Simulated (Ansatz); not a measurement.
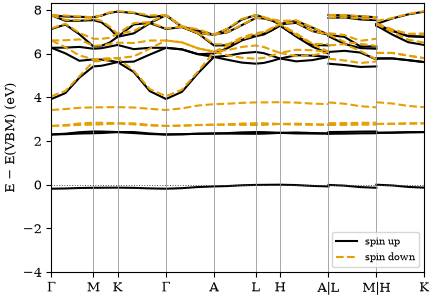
Figure. Band structure from plane-wave PAW HSE06 (Ansatz code)

Problem. Read off the gap and where the band edges lie.

Solution. About 2.3 eV (2.30 eV among the points solved); maximum at H, minimum at Γ.

The material is Rb2NbF6 in space group P-3m1 (No. 164; Rb on 2d, Nb on 1a, F on 6i).

The first step of the workflow began from a Materials Project structure, measured or hypothetical; the Crystallography Open Database files this formula in space group No. 164, but the cells were not matched. Its standing as an ambient phase is unchecked. The HSE06 relaxation kept the symmetry of its start; whether a distortion lowers the energy is not shown. Spin order of the final state: ferromagnetic, the only order run, not a proven ground state. The cell computed holds one magnetic atom, so no antiferromagnetic order was within reach. Other orbital occupations within this spin state were not tried. The hybrid was solved on a coarse mesh, the path and, where they were found, the r²SCAN edge points; its band edges are the extreme levels among these. Spin–orbit coupling is left out wherever it is not named.

Potentials: the later of the program's two PAW sets.
